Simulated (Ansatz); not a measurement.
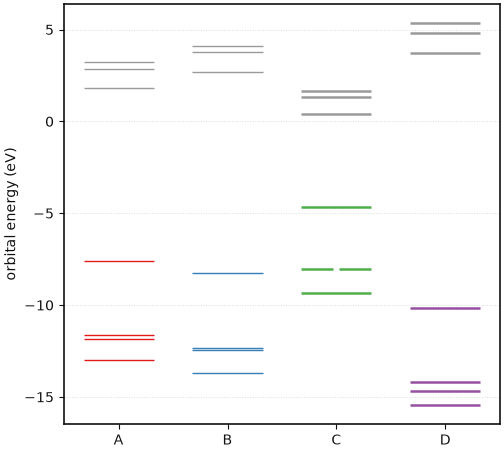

Frontier orbital energies (alpha spin) of C₃H₅F₂, SMILES C[C](F)CF, doublet at one geometry, def2-TZVPP, the Ansatz code 0.2.0, at a PBE0-D4/def2-TZVP geometry (a minimum by its frequencies). Empty levels are grey, levels within 0.1 eV stand side by side; all columns show the same few orbitals around the gap. HOMO and LUMO mean the alpha set's.

Question: The columns come from BHLYP, HF, PBE and ωB97M-V. Which is which?

Answer: A: BHLYP (HOMO −7.59, LUMO 1.80, separation 9.38 eV)
B: ωB97M-V (HOMO −8.24, LUMO 2.68, separation 10.92 eV)
C: PBE (HOMO −4.69, LUMO 0.41, separation 5.09 eV)
D: HF (HOMO −10.14, LUMO 3.74, separation 13.88 eV)

Limits of at least one run: empty levels above zero depend strongly on the basis; one conformer of a flexible molecule.
